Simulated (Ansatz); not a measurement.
# RPA@PBE0/def2-TZVPP run of CF2 (SMILES F[C]F)

Aim: the electronic atomisation energy of CF2 at RPA@PBE0/def2-TZVPP, from 3 runs. 

The results are computed with Ansatz 0.2.0.

31 further runs of the same task are left out: 31 set aside as unsound or not needed.

## (1) Starting point

CF2 has 3 atoms, charge 0, and is taken as a singlet. As SMILES, `F[C]F`. Geometry: relaxed at PBE0-D4/def2-TZVP.

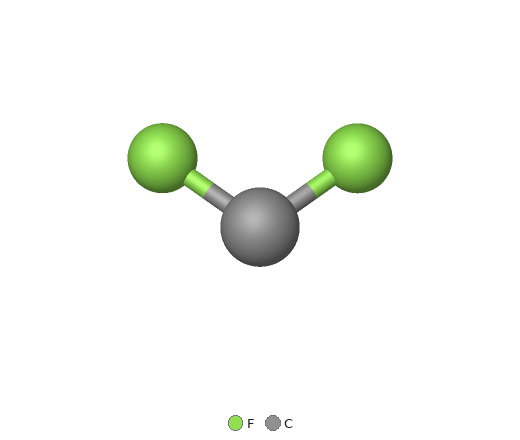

The structure, seen from a chosen angle (fluorine green, carbon grey).

## (2) The energy at RPA@PBE0/def2-TZVPP

in.yaml reads:

```yaml
crystal:
  periodic: [false, false, false]
  atoms:
    - {symbol: F, position_ang: [0.316310, 0.971410, 0.281600]}
    - {symbol: C, position_ang: [0.382340, -0.318520, 0.175150]}
    - {symbol: F, position_ang: [-0.698640, -0.652890, -0.456750]}
basis:
  gaussian:
    orbitals: def2-TZVPP
accuracy: high
correlation:
  method: rpa
  frozen_orbitals: {C: 1, F: 1}
hamiltonian:
  xc: pbe0
```

Run with:

```
$ ansatz run in.yaml --threads 1 --pin off --max-ram 3480MiB --events-out events.jsonl --progress --plain --runs-dir runs
```

Log:

```text
Warning: RAYON_NUM_THREADS=1 ignored (pool sized by the plan → 1); use --threads N
Functional definition: PBE0
  name "PBE0"
  parameter a = 0.25
  parameter kappa = 0.804
  parameter beta = 0.06672455060314922
  exchange = (1 - a)*pbe_x(kappa = kappa, mu = beta*pi^2/3) + a*exact_x
  correlation = pbe_c(beta = beta)
1489 factors; integrals over basis functions are off by at most 3.6e-9 eV
mean field evaluation 1: about -6463.7527 eV, gradient 2.6e1 eV
mean field evaluation 2: about -6463.7507 eV, gradient 2.6e1 eV
mean field evaluation 4: about -6464.5610 eV, gradient 3.8e0 eV
mean field evaluation 8: about -6464.5881 eV, gradient 1.2e-2 eV
mean field evaluation 16: about -6464.5881 eV, gradient 3.2e-7 eV
mean field -6464.58810287 eV, -237.5692309254 hartree, gradient 1.8e-8 eV, S^2 0.000000; 0 other end points of the search recorded, 0 dependent functions left out
3 core orbitals not correlated: weight in the atoms' cores, before any rotation towards them, 1.000 or more for the frozen orbitals, at most 0.000 for the correlated occupied ones
reference -6442.19373306 eV, -236.7462530140 hartree; 9, 9 occupied and 81, 81 virtual orbitals, 1489 factors
Total energy: -6466.27814321 eV, -237.6313387624 hartree
```

Run time: 2 s. Hardware: 1 thread of AMD EPYC 9R45 (Zen 5), shared host; peak memory 0.28 GiB.

## (3) The C atom

molecule.yaml reads:

```yaml
crystal:
  periodic: [false, false, false]
  atoms:
    - symbol: C
      position_ang: [0.000000, 0.000000, 0.000000]
basis:
  gaussian:
    orbitals: def2-TZVPP
magnetization:
  spin_polarized: true
  initial_magnetization: 2
hamiltonian:
  xc: {name: PBE0}
correlation:
  method: rpa
  frozen_orbitals: {C: 1}
accuracy: high
```

Run with:

```
$ ansatz run molecule.yaml --threads 1 --pin off --max-ram 3480MiB --events-out events.jsonl --progress --plain --runs-dir runs
```

Log, cut to the lines that bear on the results:

```text
Warning: RAYON_NUM_THREADS=1 ignored (pool sized by the plan → 1); use --threads N
Functional definition: PBE0
  name "PBE0"
[...]
312 factors; integrals over basis functions are off by at most 3.1e-9 eV
[...]
mean field -1028.73663260 eV, -37.8053739451 hartree, gradient 2.3e-8 eV, S^2 2.003739; 0 other end points of the search recorded, 0 dependent functions left out
1 core orbitals not correlated: weight in the atoms' cores, before any rotation towards them, 1.000 or more for the frozen orbitals, at most 0.000 for the correlated occupied ones
reference -1025.60170701 eV, -37.6901675548 hartree; 3, 1 occupied and 27, 29 virtual orbitals, 312 factors
Total energy: -1029.45529778 eV, -37.8317844036 hartree
```

Run time: 0.24 s. Hardware: 1 thread of AMD EPYC 9R45 (Zen 5), shared host.

## (4) The F atom, same level

in.yaml reads:

```yaml
crystal:
  periodic: [false, false, false]
  atoms:
    - {symbol: F, position_ang: [0.000000, 0.000000, 0.000000]}
basis:
  gaussian: {orbitals: def2-TZVPP}
magnetization: {spin_polarized: true, initial_magnetization: 1}
hamiltonian: {xc: pbe0}
correlation: {method: rpa, frozen_orbitals: {F: 1}}
accuracy: high
```

Run the same way, it converges to -99.71074 Eh (log not shown).

## (5) Results

At RPA@PBE0/def2-TZVPP, 3 core orbitals frozen:

```
                                  quantity          value
                    molecule: total energy  -237.63134 Eh
molecule: RPA correlation energy (valence)     -885.1 mEh
                      C atom: total energy   -37.83178 Eh
  C atom: RPA correlation energy (valence)     -141.6 mEh
 C atom: ⟨S²⟩ of the reference determinant          2.004
                      F atom: total energy   -99.71074 Eh
  F atom: RPA correlation energy (valence)     -302.4 mEh
 F atom: ⟨S²⟩ of the reference determinant          0.752
             electronic atomisation energy      10.288 eV
```

What this shows: Taking the molecule apart into free atoms costs 10.29 eV (237 kcal/mol), before zero-point energy and without spin-orbit coupling.
